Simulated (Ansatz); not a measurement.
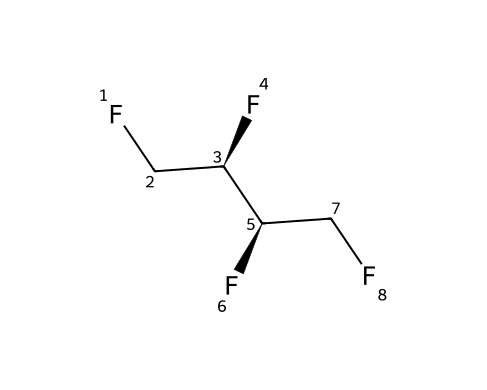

Skeletal drawing with numbered atoms; wedges and dashes mark any stereocentres. The configuration is that of a computed structure (PBE-D4/def2-SVP).

What are the Cahn–Ingold–Prelog descriptors?

C3: R; C5: R.

Give a SMILES with the stereochemistry.

FC[C@@H](F)[C@H](F)CF
